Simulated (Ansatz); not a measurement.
C$_{6}$H$_{3}$FGe: single-point calculation

The run: single-point calculation of C$_{6}$H$_{3}$FGe. Method and program: UKS PBE/def2-mTZVPP (Ansatz 0.2.0).

Some settings of this run were made unusual or wrong on purpose. The geometry comes from this level: PBE0-D4/def2-TZVP. Figures and captions count atoms from 1; the log counts them from 0 in places.

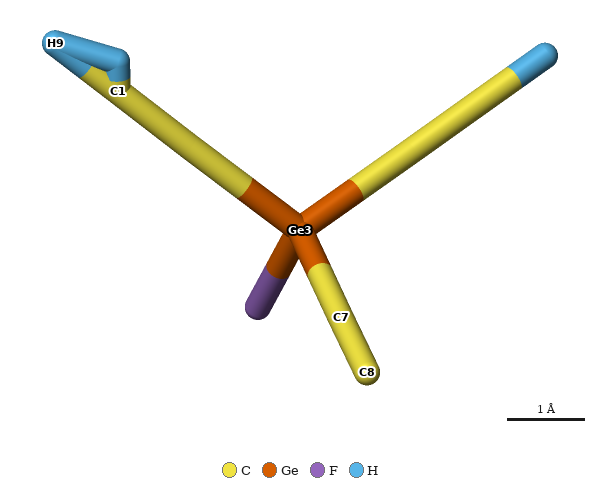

**Figure 1.** The structure (stick view, seen at a tilt; atoms are numbered from 1 in the order of the input). Sticks mark near contacts. Bond lengths as drawn: C–C 1.20 Å, C–Ge 1.88 Å, C–H 0.43 to 1.07 Å, F–Ge 1.73 Å and H–H 0.85 Å.

## The input
```yaml
crystal:
  periodic: [false, false, false]
  atoms:
    - {symbol: C, position_ang: [-0.638024, -0.221730, 2.884398]}
    - {symbol: C, position_ang: [-0.610203, -0.079919, 1.689753]}
    - {symbol: Ge, position_ang: [-0.538497, 0.136181, -0.178432]}
    - {symbol: F, position_ang: [-2.130346, 0.550243, -0.706073]}
    - {symbol: C, position_ang: [0.597096, 1.554168, -0.670123]}
    - {symbol: C, position_ang: [1.337483, 2.451794, -0.976968]}
    - {symbol: C, position_ang: [-0.064154, -1.465599, -1.045217]}
    - {symbol: C, position_ang: [0.255562, -2.489172, -1.591242]}
    - {symbol: H, position_ang: [-0.667596, -0.346291, 3.942959]}
    - {symbol: H, position_ang: [1.989607, 3.249679, -1.250900]}
    - {symbol: H, position_ang: [-0.338024, -0.171730, 3.184398]}
basis:
  gaussian: {orbitals: def2-mTZVPP, point_charges: [{charge: 1.00, position_ang: [5.510, 0.737, 0.411]}]}
magnetization: {spin_polarized: true, initial_magnetization: 0}
hamiltonian: {xc: {name: PBE}}
output: {forces: true}
```

Hardware: 8 threads of Arm Neoverse V1, 23 GiB of memory available, shared host.

Run as:
```bash
ansatz run in.yaml --threads 8 --pin off --events-out ev --progress --plain --max-ram 18278MiB
```

## Log
```
Functional definition: PBE
  name "PBE"
  cite "Perdew, Burke & Ernzerhof, Phys. Rev. Lett. 77, 3865 (1996) doi:10.1103/PhysRevLett.77.3865"
  parent pbe
  parameter kappa = 0.804
  parameter beta = 0.06672455060314922
  exchange = pbe_x(kappa = kappa, mu = beta*pi^2/3)
  correlation = pbe_c(beta = beta)
1773 factors; their error is unknown
mean field evaluation 1: about -65401.6469 eV, gradient 9.1e1 eV
mean field evaluation 2: about -65153.6713 eV, gradient 1.9e2 eV
mean field evaluation 4: about -65399.0736 eV, gradient 6.1e1 eV
mean field evaluation 8: about -65435.8049 eV, gradient 1.5e1 eV
mean field evaluation 16: about -65437.5003 eV, gradient 3.6e0 eV
mean field evaluation 32: about -65437.7297 eV, gradient 5.5e-3 eV
mean field evaluation 64: about -65436.6276 eV, gradient 4.0e0 eV
mean field -65437.72968235 eV, -2404.7922105401 hartree, gradient 3.9e-5 eV, S^2 0.498955; 7 other end points of the search recorded, 0 dependent functions left out
the calculation of the forces begins
reference -65437.72972750 eV, -2404.7922121992 hartree; 40, 40 occupied and 149, 149 virtual orbitals, 1773 factors
Total energy: -65437.72972750 eV, -2404.7922121992 hartree
Atom 0 at    -0.638024    -0.221730     2.884398 Å, force  -181.702030   -31.314725  -174.530615 eV/Å
Atom 1 at    -0.610203    -0.079919     1.689753 Å, force    -0.387315     0.311368    -2.150325 eV/Å
Atom 2 at    -0.538497     0.136181    -0.178432 Å, force     0.423525    -1.420754    -1.924936 eV/Å
Atom 3 at    -2.130346     0.550243    -0.706073 Å, force    -0.833029     0.494367     0.062542 eV/Å
Atom 4 at     0.597096     1.554168    -0.670123 Å, force    -0.528838    -0.588875     0.641976 eV/Å
Atom 5 at     1.337483     2.451794    -0.976968 Å, force     0.860354     0.845298    -0.226768 eV/Å
Atom 6 at    -0.064154    -1.465599    -1.045217 Å, force    -1.135871     3.629247     2.265829 eV/Å
Atom 7 at     0.255562    -2.489172    -1.591242 Å, force     1.186793    -3.205167    -1.670193 eV/Å
Atom 8 at    -0.667596    -0.346291     3.942959 Å, force    -4.095532    -1.555092     2.678994 eV/Å
Atom 9 at     1.989607     3.249679    -1.250900 Å, force     0.040627     0.258487    -0.168175 eV/Å
Atom 10 at    -0.338024    -0.171730     3.184398 Å, force   186.211855    32.600607   175.101522 eV/Å
Dipole moment:    -0.008292     0.735439     1.666915 e Å
```

## Outcome

| quantity | value |
| --- | --- |
| outcome | converged |
| total energy | −65437.7297 eV |
| ⟨S²⟩ | 0.499 |
| SCF solution under orbital rotations | stable |
| largest force (length of the vector) | 257.678 eV/Å |
| dipole moment | 8.75 D |
| wall time | 12 s (CPU time 81 s) |
| peak memory | 0.64 GiB |

## What went wrong

A setting was made wrong on purpose: two atoms are placed far too close. The run converged all the same; its numbers are those of the faulty input and shouldn't be used. ⟨S²⟩ is 0.50 against 0.00 for a pure state: the solution is spin-contaminated.
